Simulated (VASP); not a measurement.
Band structure of PdIn (CsCl type). Method: PW91 GGA, VASP's PBE PAW potentials (set 64) (plane waves; VASP 6.6.1).

Unless said otherwise, spin-orbit coupling is left out, though it shifts the bands of the heavy elements here.

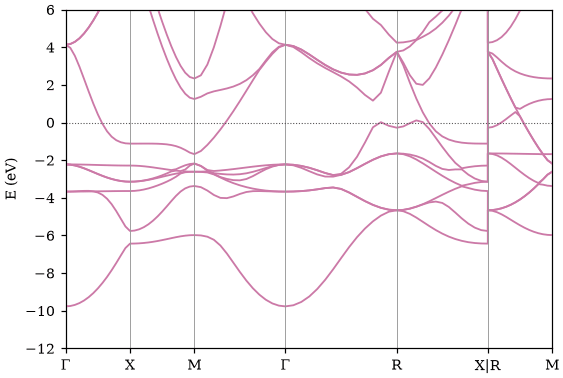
Figure: Bands along high-symmetry lines, zero at the valence-band maximum or, without a gap, the Fermi level

### Question
Read the plot: is there a gap, and where are the band edges?

### Answer
It has no gap at this level: it comes out as a metal or semimetal. (Edges off the drawn lines would not show.)

The compound is PdIn in the CsCl type structure. It was relaxed first, which changed the volume by +6 %. The electron count is odd and the run is not spin-polarised, which forces a metal.
